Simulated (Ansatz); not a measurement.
**FGaGeO₂ (SMILES [O]=[Ge]([F])[O][Ga]): density, localisation and related maps**

Input file:

```
basis:
  gaussian:
    orbitals: def2-TZVPD
crystal:
  periodic: [false, false, false]
  atoms:
    - {symbol: F, position_ang: [0.151270, -1.046299, 1.617325]}
    - {symbol: Ga, position_ang: [-1.236689, -2.736082, -0.546588]}
    - {symbol: Ge, position_ang: [-1.292346, -0.065960, 1.253762]}
    - {symbol: O, position_ang: [-1.609811, 1.360101, 2.006695]}
    - {symbol: O, position_ang: [-2.006664, -1.081920, 0.040621]}
hamiltonian:
  xc: {name: PBE0}
output:
  forces: true
  orbitals: {seedname: orbitals}
```

Command:

```sh
ansatz run input.yaml --threads 1 --pin off --max-ram 2610MiB --events-out events.jsonl --progress --plain --runs-dir runs
```

Geometry: PBE0-D3(BJ)/pcseg-1.

The calculation used Ansatz, isolated molecule in a Gaussian basis; Kohn-Sham density functional theory, functional PBE0.

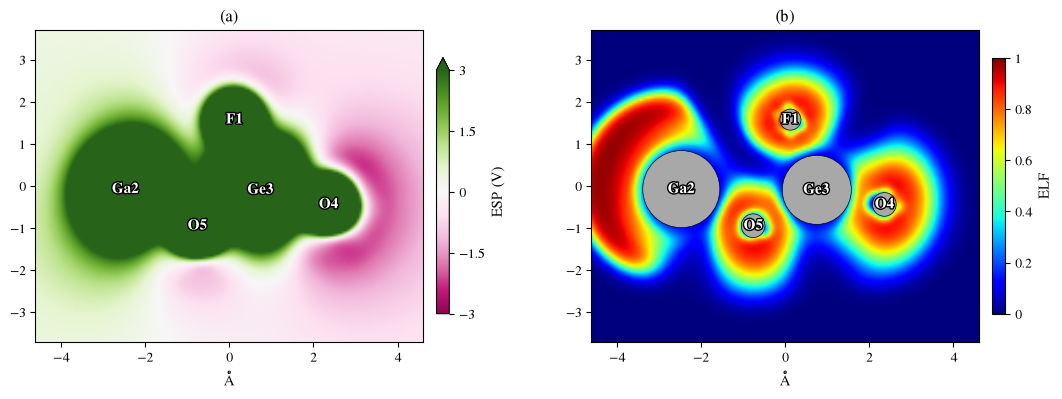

Figure 1. (a) molecular electrostatic potential; (b) ELF on the molecular plane. Grey discs cover the atomic cores in the ELF map.

What does the map show?

Atoms in the plane: F, Ga, Ge and O.
Ge–O (1.64 Å): the ELF peaks at about 0.75 in the valence shell of O, 0.6 Å from its nucleus, and is about 0.30 at the midpoint.
Ge–F (1.78 Å): the ELF peaks at about 0.85 in the valence shell of F, 0.5 Å from its nucleus, and is about 0.25 at the midpoint.
Ga–O (1.92 Å): the ELF peaks at about 0.85 in the valence shell of O, 0.6 Å from its nucleus, and is about 0.25 at the midpoint.
Ge–O (1.74 Å): the ELF peaks at about 0.80 in the valence shell of O, 0.6 Å from its nucleus, and is about 0.35 at the midpoint.
The ELF also peaks beside O5, O4 and F1, away from the bonds: lone-pair regions.
Outside the dense part of the molecule the potential is most negative (−2.3 V) near O4.

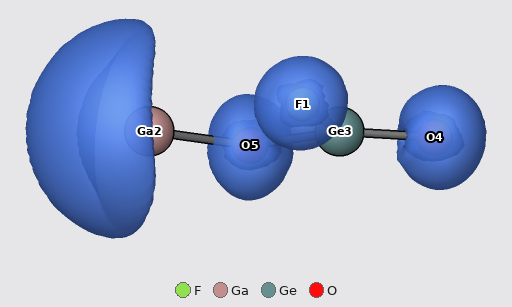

Figure 2. Isosurface of the electron localisation function at 0.75 (blue), seen from one side. Core shells and regions of very low density are left out.

Describe the localisation domains.

The surface consists of one lobe on Ga, pointing away from the bonds (lone pairs), one region wrapped around F (its valence shell) and two regions wrapped around O (the valence shell of each).

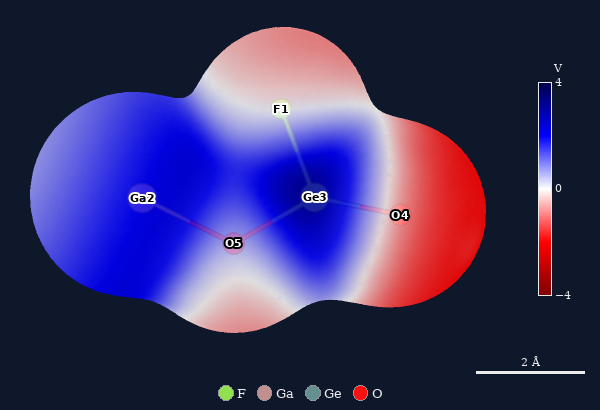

Figure 3. The electrostatic potential painted on the density surface at 0.002 e/bohr³, seen at a tilt; the colour scale runs from red (negative) to blue (positive).

Describe the electrostatic potential map.

The most negative region (about −1.9 V) lies over O4, the most positive (about +3.0 V) over Ge3. O4 is the likeliest acceptor of a hydrogen bond.

What dipole moment does the calculation give?

Its dipole moment is 5.44 D.
